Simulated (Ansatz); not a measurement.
```yaml
atoms:
  - { symbol: N, position_ang: [-0.0657, -0.0475, -1.3093] }
  - { symbol: H, position_ang: [0.3634, 0.7784, -1.7234] }
  - { symbol: H, position_ang: [0.4194, -0.8689, -1.6665] }
  - { symbol: H, position_ang: [-1.0342, -0.0912, -1.6218] }
  - { symbol: H, position_ang: [-0.0067, -0.0048, -0.1331] }
  - { symbol: N, position_ang: [0.0665, 0.0481, 1.3258] }
  - { symbol: H, position_ang: [1.0257, 0.0921, 1.6612] }
  - { symbol: H, position_ang: [-0.4118, 0.8616, 1.7054] }
  - { symbol: H, position_ang: [-0.3568, -0.7676, 1.7617] }
```

Geometry: PBE0-D4/def2-TZVP.

These are results of RKS PBE0-D4/def2-TZVPPD in Ansatz, not measurements.

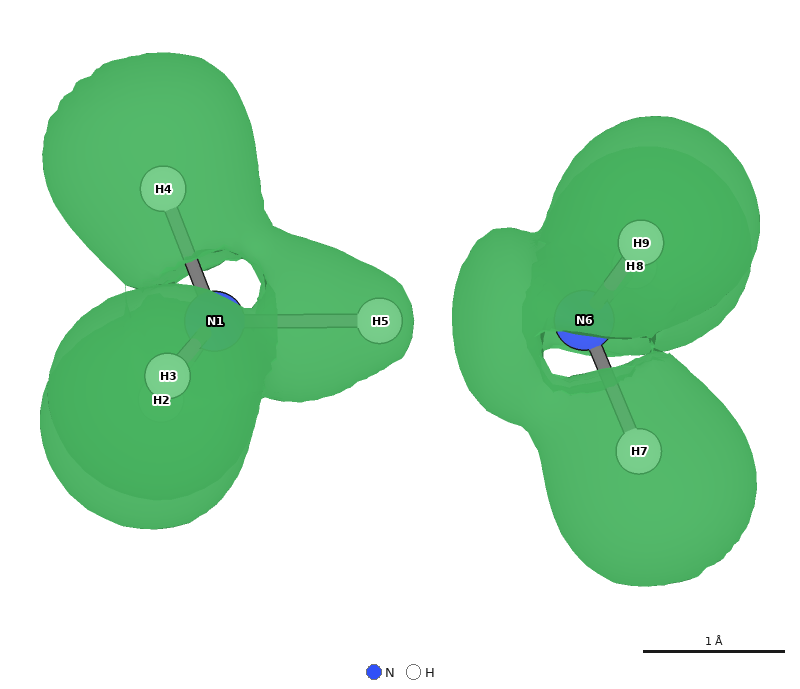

NH4···NH3 (SMILES [NH4+].N) (charge +1). Isosurface of the ELF at 0.75 (green), seen across its widest extent. Core shells and regions of very low density are left out.

Q: Describe the localisation domains.

A: The ELF exceeds this value in two joined regions spread over several atoms (H, N), in which their bonds and any lone pairs are merged. Along the contacts the grid gives the following. N6···H5 (1.46 Å): the ELF peaks at about 0.95 between the atoms (a closed-shell contact with the geometry of a hydrogen bond). N–H (1.02 Å): the ELF climbs to about 1 towards the hydrogen, as it does in any bond to H; a covalent bond by its length.
